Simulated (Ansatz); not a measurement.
**Ag, pressure series**

Consider Ag in the fcc (Cu type) structure (space group Fm-3m, No. 225; a = 4.1486 Å).

Cell and atoms are relaxed at each pressure.

Computed with Ansatz (a quantum-chemistry and plane-wave program), PBE, PAW, cutoff 420 eV, spin-orbit coupling left out.

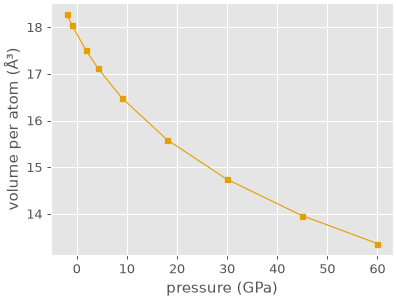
*Volume against pressure*

Estimate the zero-pressure bulk modulus from the plot.

About 90 GPa; a third-order Birch–Murnaghan fit to the points gives V₀ = 17.85 Å³/atom, B₀ = 90 GPa and B₀′ = 5.8.

Measured bulk modulus of Ag: 110 GPa (static lattice; corrected from measurement; as listed in H. Levämäki et al., Physical Review B (2014)); the computed value is 18 % below it.

Load acts through the strain it causes; cell and atoms are relaxed under it. No phonon test of stability was made. Competing high-pressure phases were not computed.
